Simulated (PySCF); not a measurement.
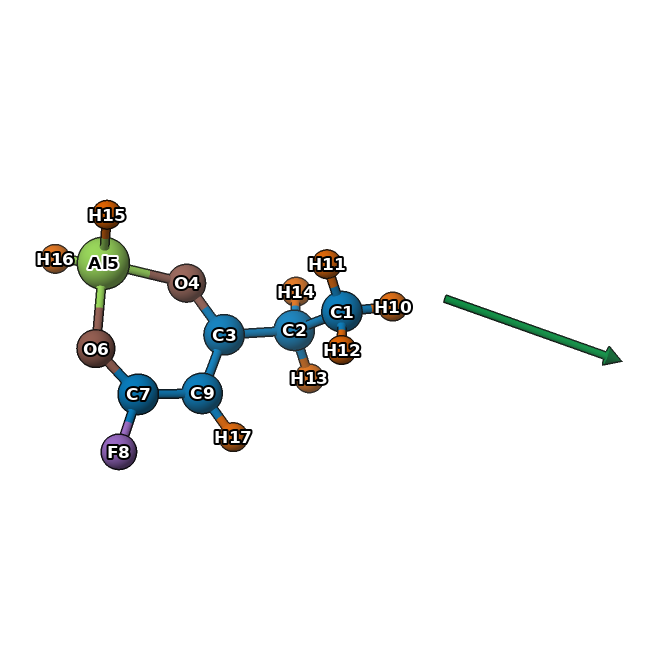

The arrow beside the molecule shows the direction of the dipole moment, from the negative to the positive end (its length means nothing). The geometry was computed by an optimisation with GFN2-xTB. No frequency run is at hand to confirm it as a minimum. Method: PBE0/pcSseg-1, gas phase (PySCF 2.14.0).

### How large is the dipole moment?

4.50 D; it points from the side of H16 to the side of H10 (the outermost atoms at the two ends).

The geometry is semi-empirical. Around Al such bond lengths and angles can be off by a tenth of an ångström or more and by several degrees, and values that hang on the shape move with them.
